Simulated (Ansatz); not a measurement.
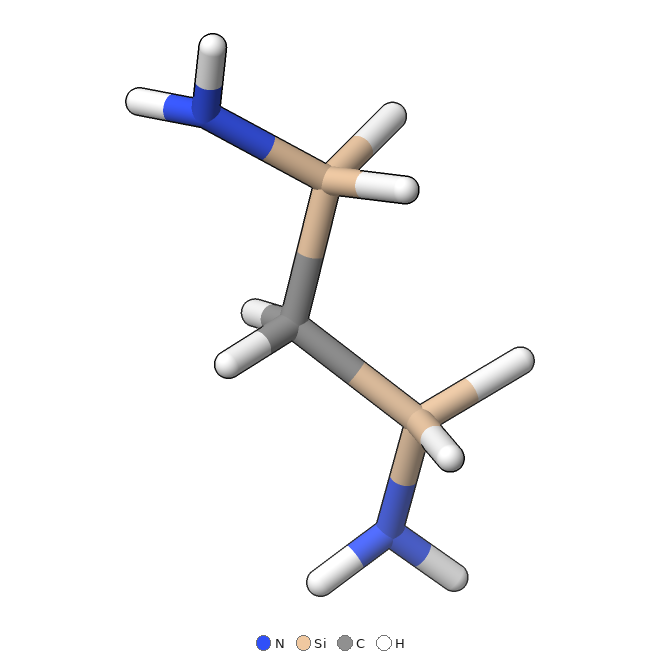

The geometry was computed by an optimisation with PBE0-D4/def2-TZVP. No frequency run is at hand to confirm it as a minimum. Program: Ansatz 0.2.0.

Tabulate dipole (D) at these levels: B3LYP-D4/def2-TZVPP; PBE-D4/def2-TZVPP; PBE0-D4/def2-TZVP; r2SCAN-D4/def2-TZVPP; ωB97M-V/def2-TZVPP.

```tsv
level	dipole (D)
B3LYP-D4/def2-TZVPP	1.52
PBE-D4/def2-TZVPP	1.62
PBE0-D4/def2-TZVP	1.56
r2SCAN-D4/def2-TZVPP	1.63
ωB97M-V/def2-TZVPP	1.56
```
